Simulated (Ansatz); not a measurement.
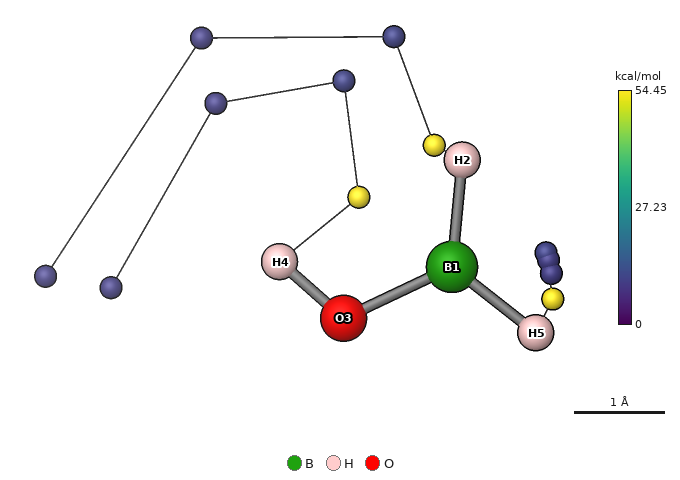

A search for the minimum-energy path of BH3O by the nudged elastic band. Images are numbered from 0 (start) to 4 (end). The start is drawn whole; smaller spheres mark the moving atoms (H) in the later images, joined by lines and coloured by the energy of the image relative to the start. Style: ball-and-stick. Shown face on.

Computed with RKS BLYP-D4/pcseg-2 (Ansatz 0.2.0). Run with 3 movable images; climbing image.

Question: What moves, how far, and at what cost in energy?

Answer: Breaking: B1–H2 (1.20 → 1.44 at the top → 4.55 Å), O3–H4 (0.96 → 1.36 at the top → 2.65 Å). Forming: H2–H4 (2.35 → 1.03 at the top → 0.75 Å). The energy climbs by 54.5 kcal/mol to image 1 and then falls by 44.5 kcal/mol, so the end point sits at +10.0 kcal/mol. The band converged in 22 iterations. The largest component of the band force went from 13 to 0.03 eV/Å. The climbing image converged on the top of the path. Its curvatures weren't checked. The largest force component is 0.50 eV/Å at the start and 0.70 eV/Å at the end; an end with forces this large is no minimum, and the barrier measured from it can be far off.

Cost: 58 s on 2 threads of Arm Neoverse V2, on a shared host.
